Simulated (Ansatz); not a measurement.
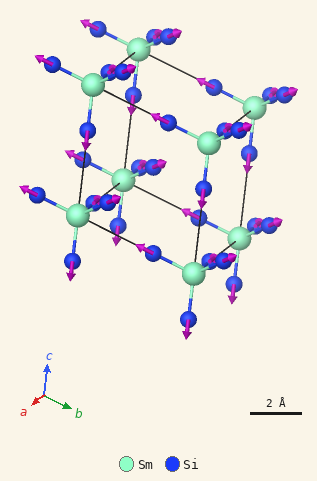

This is a relaxation of crystalline SmSi$_{4}$ (a generated structure, set up in I-43m) (coarse preliminary run). The starting structure is drawn; purple arrows show the displacements (the part carried along by the change of the cell is left out), at their true length.

A ball-and-stick model of the cell of the calculation, seen slightly off an axis.

The calculation used DFT PBE, scalar-relativistic, plane waves, PAW; 4f electrons in the core of a trivalent norm-conserving potential in Ansatz.

The input:
```yaml
crystal:
  lattice:
    - [-3.02863435, 3.02863435, 3.02863435]
    - [3.02863435, -3.02863435, 3.02863435]
    - [3.02863435, 3.02863435, -3.02863435]
  atoms:
    - { symbol: Sm, position: [0.0, 0.0, 0.0] }
    - { symbol: Si, position: [0.34959999, 0.34959999, 0.34959999] }
    - { symbol: Si, position: [0.65040001, 0.0, 0.0] }
    - { symbol: Si, position: [0.0, 0.0, 0.65040001] }
    - { symbol: Si, position: [0.0, 0.65040001, 0.0] }
basis:
  ecutwfc: 690
kpoints:
  mp_grid: { grid: [4, 4, 4] }
hamiltonian:
  xc: pbe
  pseudopotentials:
    kind: paw
    azcp: { Sm: "pseudopotentials/pbe/nc/lanthanide_3plus/Sm.nc.azcp" }
scf:
  occupations: { method: gaussian, width: 0.1 }
  lower_state_search: "off"
output:
  forces: true
  stress: true
  eigenvalues: true
relax:
  adjacent_minimum: "off"
  f_tol: 0.04
  max_steps: 70
  cell: { stress_tol: 0.4 }
```

Launched with:
```bash
ansatz run input.yaml --threads 1 --pin off --max-ram 2560MiB --backend cpu --events-out ev --progress --plain --runs-dir out
```

> What did the optimiser do to the structure, and how much energy did it gain?

After 6 accepted moves (7 points after the start) the energy has fallen by 24.967 eV per cell of the calculation. The largest force component goes from 11 to 0.0003 eV/Å. Pressure: 66.13 GPa at the start and 0.05 GPa at the end. At 1 point the geometry stayed and the basis and grid were re-selected for the new cell (energy shift of 1.0 meV per cell of the calculation at most each time). The largest moves relative to the cell, 0.83 Å, are those of Si2, Si3, Si4 and Si5. Si5 goes along −b. Sm stays in place. The drawn cell changes as follows: a = b = c 5.246 → 5.496 Å (+4.8 %); the volume changes by +15.0 %. Among the contacts that change: Si2–Si3 2.995 → 4.488 Å, Sm1–Si2 1.834 → 2.748 Å, Sm1–Si2 (another image) 3.412 → 2.748 Å. New bonds form, among them: Sm1–Si2 (3.41 → 2.75 Å), Sm1–Si3 (3.41 → 2.75 Å), Sm1–Si4 (3.41 → 2.75 Å), Sm1–Si5 (3.41 → 2.75 Å). The space group (tolerance 0.01 Å) goes from I-43m (No. 217) to Im-3m (No. 229). Cost: 11 s on 1 thread of AMD EPYC 9R45 96-Core Processor (Zen 5) (shared host), peak memory 0.41 GiB.
